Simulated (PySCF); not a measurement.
**C2H3ClN−, an ion with solvent molecules: interaction energy**

Wanted: the interaction energy for `[Cl-]` with `CC#N`.

Computed with PySCF 2.14.0; each step states its level. No surroundings beyond the atoms listed, unless a continuum is named. Atoms count from 0, parts from 1.

### Step 1. The system as given

7 atoms, charge -1, multiplicity 1; geometry: GFN2-xTB. Parts: 1 = atom 0, `[Cl-]`, charge -1; 2 = atoms 1–6, `CC#N`, charge 0.

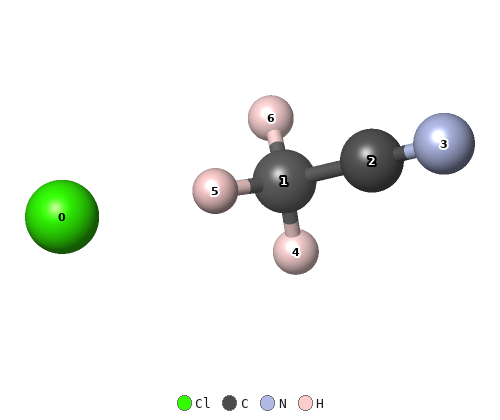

The starting geometry (chlorine green, carbon dark grey, nitrogen light blue, hydrogen pink), atoms numbered.

### Step 2. Geometry optimisation at PBE0-D3(BJ)/def2-SVPD

Job settings and geometry (Å):

```
{"job": {"xc": "PBE0", "basis": "def2-SVPD", "d3": "d3bj", "grid": 2, "kind": "geom"}, "charge": -1, "multiplicity": 1, "parts": [{"atoms": "0-0", "charge": -1, "multiplicity": 1}, {"atoms": "1-6", "charge": 0, "multiplicity": 1}]}
Cl    -0.391407    -0.626759     0.083619
C     -0.633289    -0.349515    -3.130661
C     -0.821289     0.916378    -3.750244
N     -0.973425     1.923469    -4.280718
H      0.298534    -0.797178    -3.474614
H     -0.577253    -0.253717    -2.029414
H     -1.468273    -1.008117    -3.367657
```

The run is started by

```sh
$ OMP_NUM_THREADS=1 python cluster_run.py task.json out
```

This one command runs all jobs of the session in turn.

Standard output:

```text
step   0  E = -592.50599344  max force = 0.025056
step   1  E = -592.50741140  max force = 0.001138
step   2  E = -592.50742424  max force = 0.000435
optimisation converged
```

Wall time 12 s (1 thread of Intel Xeon Platinum 8488C, shared host); peak memory 0.52 GiB.

Energy and force along the way:

| step | energy from step 0 (eV) | largest force component (eV/Å) |
| --- | --- | --- |
| 0 | 0.0000 | 1.2884 |
| 1 | -0.0386 | 0.0585 |
| 2 | -0.0389 | 0.0224 |

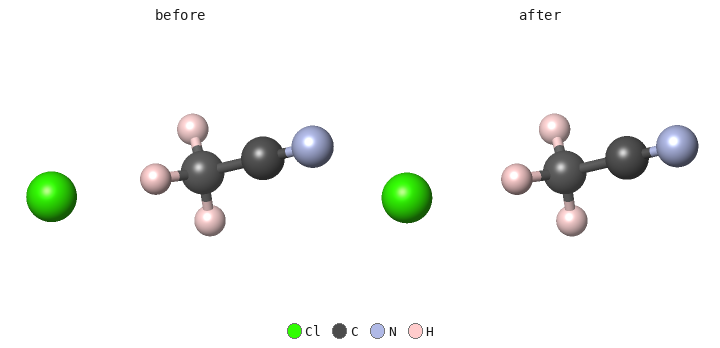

Before and after, at one scale.

Bonds that changed most:

| bond | before (Å) | after (Å) | change (Å) |
| --- | --- | --- | --- |
| C1–C2 | 1.422 | 1.447 | +0.025 |
| C1–H5 | 1.107 | 1.121 | +0.014 |
| C2–N3 | 1.148 | 1.159 | +0.011 |
| C1–H4 | 1.089 | 1.099 | +0.009 |
| C1–H6 | 1.090 | 1.099 | +0.009 |

The end geometry stands in the next job.

| at the end point | value |
| --- | --- |
| point group (found at 0.08 Å tolerance) | Cs |
| rotational constants (GHz) | 21.846, 1.378, 1.307 |

Contacts at the end point:

| atoms | distance (Å) | kind (by distance and angle) | angle (°) |
| --- | --- | --- | --- |
| H5···Cl0 | 2.24 | weak hydrogen bond | 163 |

Against the parts relaxed at this level the binding energy is -15.30 kcal/mol, without counterpoise.

### Step 3. Coupled-cluster interaction energy: CCSD(T) and MP2

Job settings and geometry (Å):

```
{"job": {"kind": "intercc", "basis": "aug-cc-pVDZ", "basis_large": "aug-cc-pVTZ"}, "charge": -1, "multiplicity": 1, "parts": [{"atoms": "0-0", "charge": -1, "multiplicity": 1}, {"atoms": "1-6", "charge": 0, "multiplicity": 1}]}
Cl    -0.404734    -0.720225     0.150435
C     -0.660390    -0.317825    -3.143150
C     -0.852231     0.956881    -3.801268
N     -1.005879     1.971857    -4.339356
H      0.274663    -0.779611    -3.489003
H     -0.601434    -0.235726    -2.026530
H     -1.496325    -0.990130    -3.380641
```

Method: CCSD(T)/aug-cc-pVDZ and MP2/aug-cc-pVTZ counterpoise interaction energy, frozen core, gas phase.

Standard output:

```text
part 1, own basis, geometry of the cluster
final grid: 11752 points
cycle   1  E = -459.5313811503  dE = -2.624e-01  |g| = 3.308e-01  |ddm| = 5.018e-01
cycle   2  E = -459.5679486961  dE = -3.657e-02  |g| = 1.745e-01  |ddm| = 9.729e-01
cycle   3  E = -459.5736707431  dE = -5.722e-03  |g| = 1.447e-02  |ddm| = 1.846e-01
cycle   4  E = -459.5737325466  dE = -6.180e-05  |g| = 2.898e-03  |ddm| = 3.265e-02
cycle   5  E = -459.5737369306  dE = -4.384e-06  |g| = 3.723e-04  |ddm| = 1.275e-02
cycle   6  E = -459.5737370341  dE = -1.035e-07  |g| = 1.955e-05  |ddm| = 2.526e-03
cycle   7  E = -459.5737370343  dE = -2.414e-10  |g| = 2.152e-06  |ddm| = 8.779e-05
converged SCF energy = -459.5737370343

part 2, own basis, geometry of the cluster
final grid: 49528 points
cycle   1  E = -131.8914806379  dE =  3.517e-01  |g| = 5.070e-01  |ddm| = 4.450e+00
cycle   2  E = -131.9263022204  dE = -3.482e-02  |g| = 4.665e-01  |ddm| = 1.147e+00
cycle   3  E = -131.9707883227  dE = -4.449e-02  |g| = 5.333e-02  |ddm| = 5.231e-01
cycle   4  E = -131.9720978103  dE = -1.309e-03  |g| = 1.661e-02  |ddm| = 1.325e-01
cycle   5  E = -131.9722042236  dE = -1.064e-04  |g| = 4.627e-03  |ddm| = 4.338e-02
cycle   6  E = -131.9722151073  dE = -1.088e-05  |g| = 1.645e-03  |ddm| = 1.403e-02
cycle   7  E = -131.9722159397  dE = -8.324e-07  |g| = 3.535e-04  |ddm| = 3.770e-03
cycle   8  E = -131.9722159797  dE = -4.004e-08  |g| = 6.239e-05  |ddm| = 8.727e-04
cycle   9  E = -131.9722159814  dE = -1.687e-09  |g| = 1.781e-05  |ddm| = 1.647e-04
cycle  10  E = -131.9722159817  dE = -3.014e-10  |g| = 8.440e-06  |ddm| = 5.479e-05
converged SCF energy = -131.9722159817

part 1, own basis, relaxed alone: E = -459.5737370343 (as before)

part 2, own basis, relaxed alone
final grid: 49528 points
cycle   1  E = -131.8938230274  dE =  3.678e-01  |g| = 5.058e-01  |ddm| = 4.497e+00
cycle   2  E = -131.9290108972  dE = -3.519e-02  |g| = 4.624e-01  |ddm| = 1.151e+00
cycle   3  E = -131.9726129407  dE = -4.360e-02  |g| = 5.306e-02  |ddm| = 5.215e-01
cycle   4  E = -131.9739095401  dE = -1.297e-03  |g| = 1.638e-02  |ddm| = 1.325e-01
cycle   5  E = -131.9740128972  dE = -1.034e-04  |g| = 4.582e-03  |ddm| = 4.312e-02
cycle   6  E = -131.9740235428  dE = -1.065e-05  |g| = 1.610e-03  |ddm| = 1.400e-02
cycle   7  E = -131.9740243351  dE = -7.923e-07  |g| = 3.423e-04  |ddm| = 3.707e-03
cycle   8  E = -131.9740243718  dE = -3.669e-08  |g| = 5.800e-05  |ddm| = 8.526e-04
cycle   9  E = -131.9740243730  dE = -1.210e-09  |g| = 1.137e-05  |ddm| = 1.582e-04
cycle  10  E = -131.9740243731  dE = -6.378e-11  |g| = 1.699e-06  |ddm| = 3.887e-05
converged SCF energy = -131.9740243731

cluster
final grid: 6720 points
cycle   1  E = -591.5625774879  dE = -1.200e-02  |g| = 5.388e-02  |ddm| = 6.144e-01
cycle   2  E = -591.5637641307  dE = -1.187e-03  |g| = 3.149e-02  |ddm| = 1.555e-01
cycle   3  E = -591.5640405049  dE = -2.764e-04  |g| = 1.403e-02  |ddm| = 5.408e-02
cycle   4  E = -591.5641298738  dE = -8.937e-05  |g| = 2.392e-03  |ddm| = 4.328e-02
cycle   5  E = -591.5641341176  dE = -4.244e-06  |g| = 8.910e-04  |ddm| = 9.207e-03
cycle   6  E = -591.5641348365  dE = -7.189e-07  |g| = 3.573e-04  |ddm| = 3.512e-03
cycle   7  E = -591.5641349958  dE = -1.593e-07  |g| = 1.751e-04  |ddm| = 1.475e-03
cycle   8  E = -591.5641350474  dE = -5.161e-08  |g| = 5.444e-05  |ddm| = 9.193e-04
cycle   9  E = -591.5641350522  dE = -4.763e-09  |g| = 1.156e-05  |ddm| = 3.575e-04
cycle  10  E = -591.5641350523  dE = -1.510e-10  |g| = 3.021e-06  |ddm| = 7.690e-05
converged SCF energy = -591.5641350523

part 1 in the basis of the cluster
final grid: 6720 points
cycle   1  E = -459.5735257527  dE = -3.556e-05  |g| = 1.304e-03  |ddm| = 1.901e-01
cycle   2  E = -459.5735263526  dE = -5.998e-07  |g| = 2.647e-04  |ddm| = 2.240e-02
cycle   3  E = -459.5735263965  dE = -4.392e-08  |g| = 1.266e-04  |ddm| = 4.792e-03
cycle   4  E = -459.5735264014  dE = -4.931e-09  |g| = 1.783e-05  |ddm| = 1.260e-03
cycle   5  E = -459.5735264018  dE = -3.267e-10  |g| = 1.468e-06  |ddm| = 5.375e-04
converged SCF energy = -459.5735264018

part 2 in the basis of the cluster
final grid: 6720 points
cycle   1  E = -131.9722404438  dE = -2.413e-05  |g| = 7.419e-04  |ddm| = 3.045e-01
cycle   2  E = -131.9722405870  dE = -1.432e-07  |g| = 7.026e-05  |ddm| = 2.547e-02
cycle   3  E = -131.9722405888  dE = -1.722e-09  |g| = 9.903e-06  |ddm| = 2.957e-03
cycle   4  E = -131.9722405888  dE = -2.308e-11  |g| = 7.272e-06  |ddm| = 1.224e-04
converged SCF energy = -131.9722405888

Interaction energy (kcal/mol)
  counterpoise      -14.323
  uncorrected       -15.104
  dispersion part     0.000
  deformation         0.503
  binding           -13.820

Decomposition of the uncorrected value (kcal/mol)
  electrostatic     -18.697
  Pauli              15.643
  orbital            -8.510
  dispersion          0.000
  correlation        -3.540

Charge of each part in the cluster: -0.965 -0.035
part 1 in the basis of the cluster: E(HF) = -459.563774842  E2 = -0.160569592  E(CCSD corr) = -0.172065386  (T) = -0.004400039
part 2 in the basis of the cluster: E(HF) = -131.941457817  E2 = -0.440231495  E(CCSD corr) = -0.460710765  (T) = -0.018933302
cluster: E(HF) = -591.523330951  E2 = -0.603797371  E(CCSD corr) = -0.634634884  (T) = -0.023958939

Counterpoise interaction energy (kcal/mol)
  hf_small                 -11.357
  mp2_small                -13.237
  ccsd_small               -12.523
  ccsdt_small              -12.916
  hf_large                 -11.526
  mp2_large                -14.323
  scs_mp2_large            -13.202
  mp2_limit                -14.709
  ccsdt_less_mp2             0.321
  ccsdt_limit_estimate     -14.387
  bsse_mp2_large             0.782
```

It took 3.9 min on 1 thread of Intel Xeon Platinum 8488C, shared host; peak memory 2.2 GiB.

Contacts at this geometry:

| atoms | distance (Å) | kind (by distance and angle) | angle (°) |
| --- | --- | --- | --- |
| H5···Cl0 | 2.24 | weak hydrogen bond | 163 |

Differences are taken before rounding.

| method | interaction energy (kcal/mol) | from CCSD(T), limit estimate (kcal/mol) |
| --- | --- | --- |
| HF/aug-cc-pVDZ | -11.36 | +3.03 |
| MP2/aug-cc-pVDZ | -13.24 | +1.15 |
| CCSD/aug-cc-pVDZ | -12.52 | +1.86 |
| CCSD(T)/aug-cc-pVDZ | -12.92 | +1.47 |
| HF/aug-cc-pVTZ | -11.53 | +2.86 |
| MP2/aug-cc-pVTZ | -14.32 | +0.06 |
| SCS-MP2/aug-cc-pVTZ | -13.20 | +1.19 |
| MP2, extrapolated | -14.71 | -0.32 |
| CCSD(T), limit estimate | -14.39 | 0 |

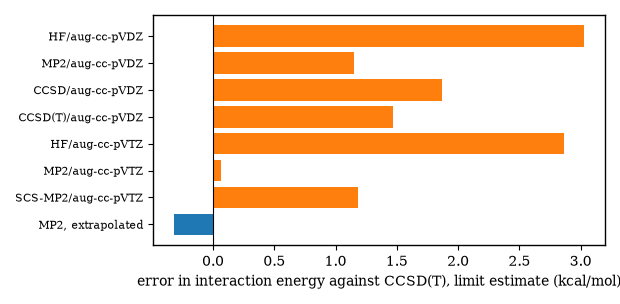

Deviations from CCSD(T), limit estimate, method by method.

These energies keep the parts at their geometry in the cluster; deforming them to it costs 0.50 kcal/mol (MP2).

### Step 4. Outcome

```
                                  quantity                  value
                               point group                     Cs
      rotational constants (main isotopes)  21.85, 1.38, 1.31 GHz
interaction energy, CCSD(T) limit estimate        -14.39 kcal/mol
                           MP2/aug-cc-pVTZ        -14.32 kcal/mol
                             T1 diagnostic                 0.0122
```

**Reading.** The optimisation took 2 steps and gained 0.039 eV; among the bonds of the start, C1–C2 changed most, from 1.422 to 1.447 Å. The interaction energy leaves out the deformation of the parts, 0.50 kcal/mol; with it the binding is about -13.88 kcal/mol. The estimate adds CCSD(T) less MP2 in the small basis (+0.32 kcal/mol) to extrapolated MP2. Hartree-Fock gives -11.53 against -14.39 kcal/mol.
